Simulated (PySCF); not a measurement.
**H$_{3}$O$_{4}$P (SMILES O=P(O)(O)O): density, localisation and related maps**

The calculation's input:

```
{"job": {"kind": "nmr", "xc": "PBE0", "basis": "pcSseg-2"}, "charge": 0, "multiplicity": 1}
O      0.004014    -0.992688    -1.481290
P      0.044832    -0.111112    -0.306050
O      1.398482    -0.063560     0.558894
O     -1.044034    -0.450356     0.840744
O     -0.168001     1.439989    -0.637310
H      1.831242    -0.926262     0.588557
H     -1.822059    -0.865822     0.447000
H     -0.115351     2.008472     0.141180
```

Command:

```sh
OMP_NUM_THREADS=1 python cluster_run.py task.json out
```

Geometry: PBE0-D3(BJ)/def2-SVP.

Level of theory: PySCF 2.14.0, PBE0/pcSseg-2, SCF density, gas phase, non-relativistic.

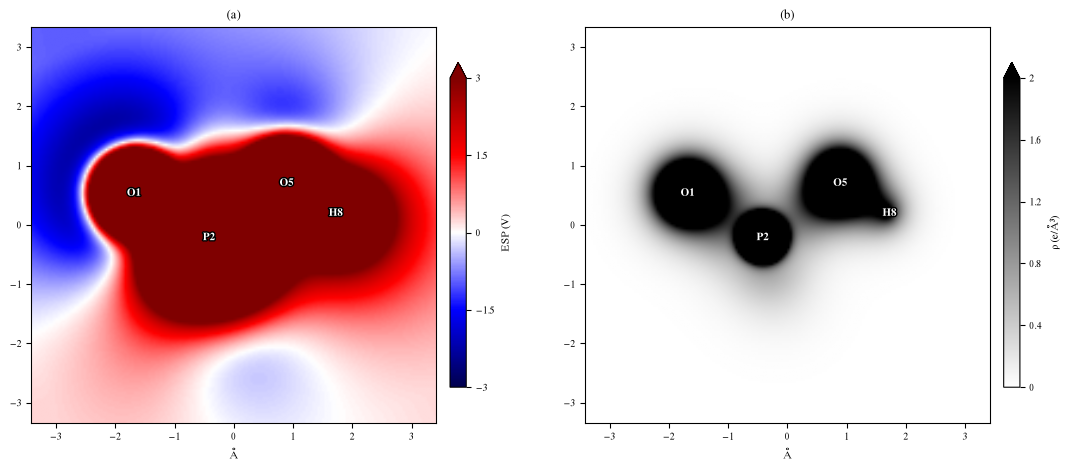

Figure 1. (a) electrostatic potential; (b) total electron density on the plane of atoms P2, O5 and H8.

What do the fields say about this system?

Answer. Atoms in the plane: O, P and H. P–O (1.47 Å): ρ is about 2 e/Å³ halfway. O–H (0.97 Å): ρ is about 3.8 e/Å³ halfway. P–O (1.60 Å): ρ is about 1.5 e/Å³ halfway. Outside the dense part of the molecule the potential is most negative (−2.3 V) near O1.

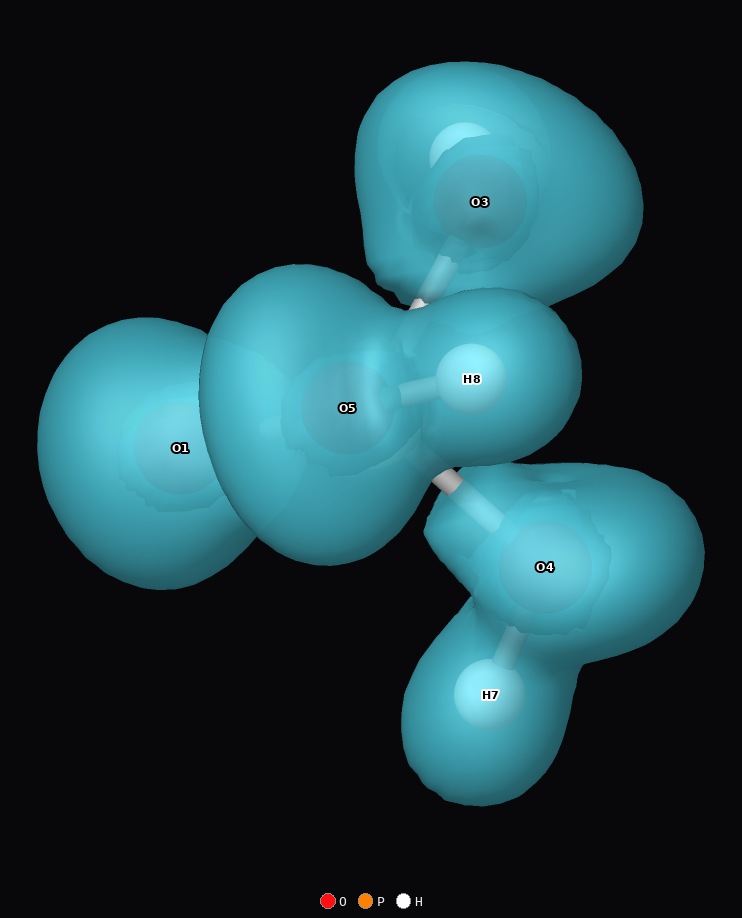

Figure 2. Isosurface of the electron localisation function at 0.75 (cyan), seen at an oblique angle. Core shells and regions of very low density are left out.

Describe the localisation domains.

Answer. The surface consists of one region on O in which the atom's valence shell and bonds are merged and three joined regions spread over several atoms (H, O), in which their bonds and any lone pairs are merged.


P–O (1.47 Å): the ELF peaks at about 0.80 between the atoms; a short, strongly polar bond. O–H (0.97 Å): the ELF climbs to about 1 towards the hydrogen, as it does in any bond to H; an ordinary covalent bond to hydrogen.

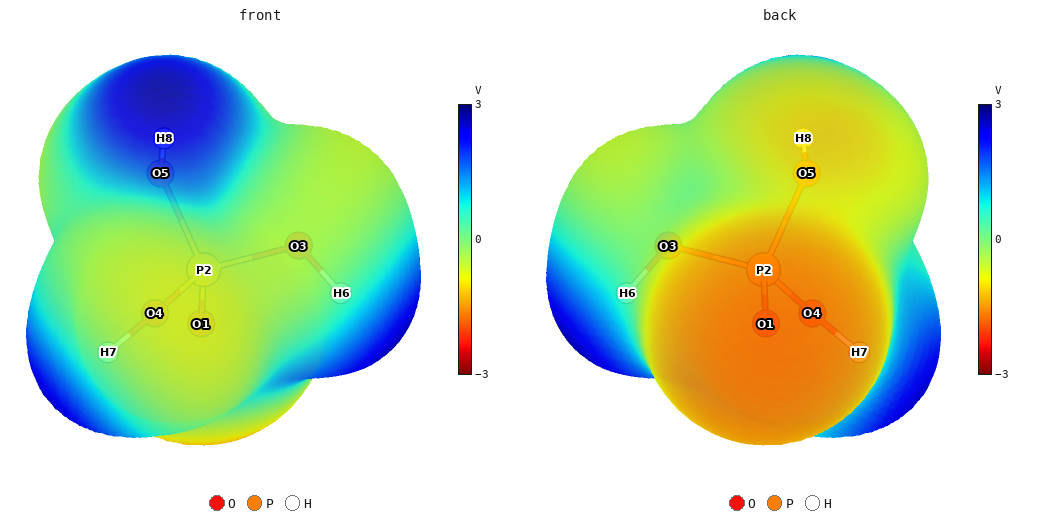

Figure 3. The molecular electrostatic potential painted on the density surface at 0.001 e/bohr³, seen from the front and from behind; the colour scale runs from red (negative) to blue (positive).

Describe the electrostatic potential map.

Answer. The most negative region (about −1.8 V) lies over O1, the most positive (about +2.6 V) over H6 and H8. O1 is the likeliest acceptor of a hydrogen bond.

What dipole moment does the calculation give?

Answer. Its dipole moment is 2.98 D.
